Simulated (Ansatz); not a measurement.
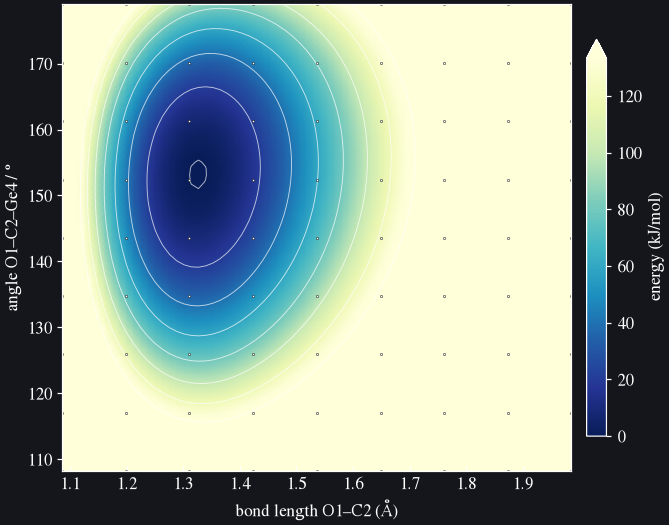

CH₃GeNO, SMILES O[C]1=[N][GeH2]1. 
- Coordinates scanned: (1) bond length O1–C2; (2) angle O1–C2–Ge4.
- Nothing is relaxed (all other coordinates rigid).
- The grid has 9 × 9 points.
- Points are written as (first, second).
- Energies are in kJ/mol, from the lowest grid point.
- The reference is spin-restricted, which grows unreliable where a bond is stretched far.
- The calculation used RKS PBE0-D4/def2-TZVP in Ansatz 0.2.0.

In the figure: a smooth colour map with a few white contour lines, dots at the grid points, one colour for all values above the top of the scale. Between grid points the surface is interpolated.

Q: Estimate the position of the minimum and the force constants in these coordinates.

A: The interpolated minimum is at bond length O1–C2 ≈ 1.323 Å, angle O1–C2–Ge4 ≈ 153.2°. The curvatures there are about 41 eV/Å² and 7.4 eV/rad², with a cross term of about −1 eV/(Å·rad). Round the minimum the two coordinates are weakly coupled (coupling −0.08 in units of the two stiffnesses). (1 eV is 96.5 kJ/mol.)
